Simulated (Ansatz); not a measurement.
# C3H9ClTi: what the fields show

```xyz
14

C    -1.7784    0.6611   -0.0544
C     1.2034    0.6887    1.2964
C     0.3947   -1.6569   -0.8381
Cl    0.9356    1.5856   -2.0965
Ti    0.1975    0.3346   -0.4427
H    -2.3786    0.4244   -0.9496
H    -2.0925    0.0129    0.7824
H    -1.9349    1.7185    0.2195
H     2.2721    0.4483    1.1635
H     0.7790    0.0543    2.0941
H     1.1016    1.7512    1.5767
H     0.0236   -2.2336    0.0273
H     1.4565   -1.8995   -1.0150
H    -0.1927   -1.9186   -1.7348
```

Geometry: PBE0-D4/def2-SVP.

Computed with isolated molecule in a Gaussian basis; Kohn-Sham density functional theory, functional PBE0 (Ansatz 0.2.0).

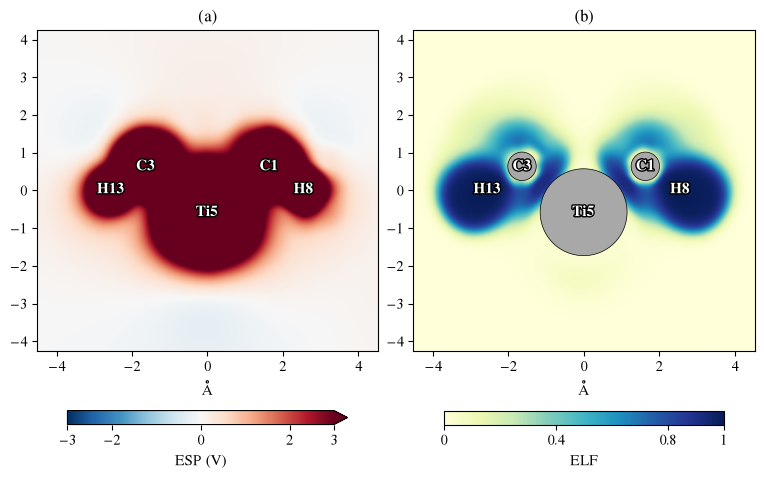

Figure 1. (a) molecular electrostatic potential; (b) ELF on the plane of atoms Ti5, C1 and H8. Grey discs cover the atomic cores in the ELF map.

Q: Read the bonding off the picture.

A: The plane passes through C, Ti and H nuclei. C–Ti (2.04 Å): the ELF peaks at about 0.90 in the valence shell of C, 0.6 Å from its nucleus, and is about 0.60 at the midpoint. C–H (1.10 Å): the ELF climbs to about 1 towards the hydrogen, as it does in any bond to H; a covalent bond by its length. The potential has no marked negative region in this plane.

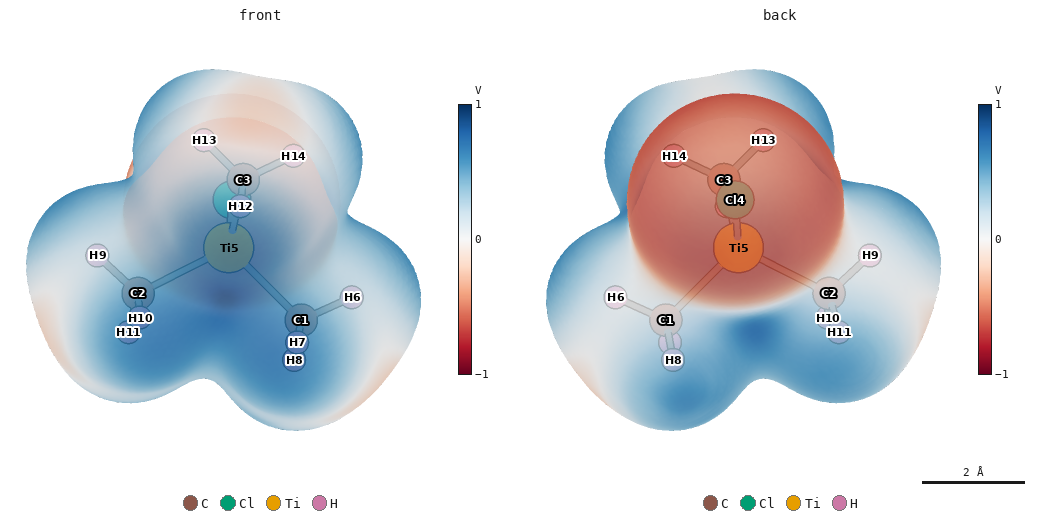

Figure 2. The molecular electrostatic potential painted on the density surface at 0.001 e/bohr³, seen from the front and from behind; red is negative and blue positive.

Q: Which sites attract a positive test charge, and which a negative one?

A: A positive charge is drawn to the negative regions and a negative charge to the positive ones. The most negative region (about −0.6 V, or −14 kcal/mol for a unit charge) lies over Cl4, the most positive (about +0.8 V, or +18 kcal/mol for a unit charge) over Ti5 and H12.

Q: How polar is the molecule by this calculation?

A: Its dipole moment is 2.08 D.

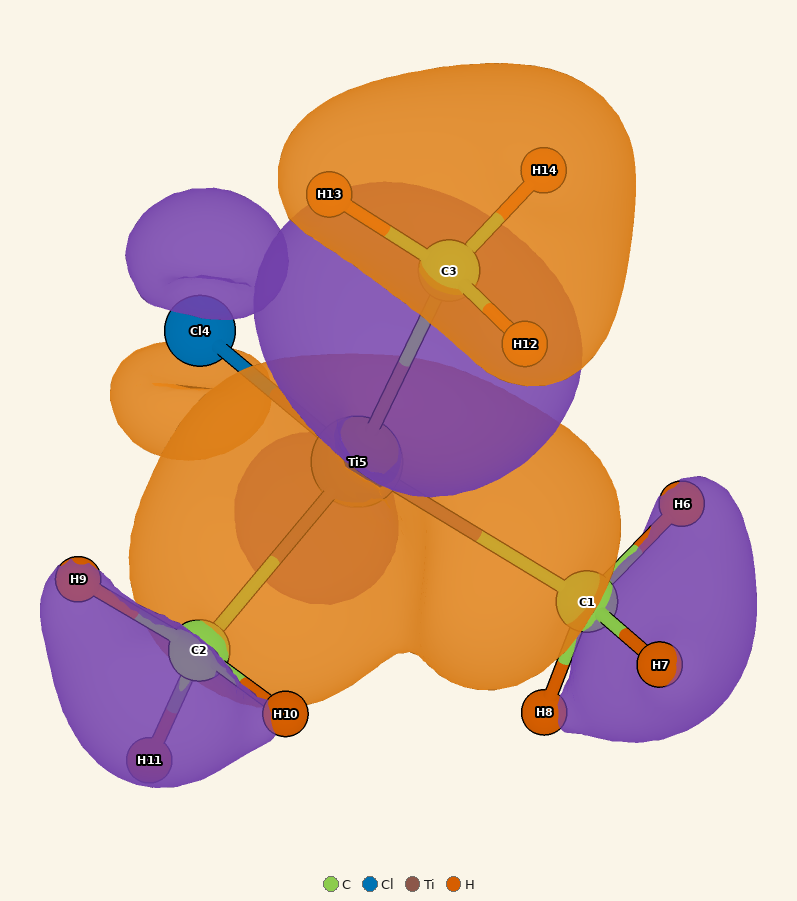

Figure 3. The HOMO at ±0.08 Å⁻³ᐟ² (orange and purple are the two phases), seen at a tilt.

Q: Describe this orbital and give its energy.

A: By Hirshfeld shares it lies mainly on C3 (about 35 %), Ti5 (about 35 %), C1 (about 10 %) and C2 (about 10 %). It is one of a degenerate set, so its orientation is arbitrary. Its energy is −8.08 eV.
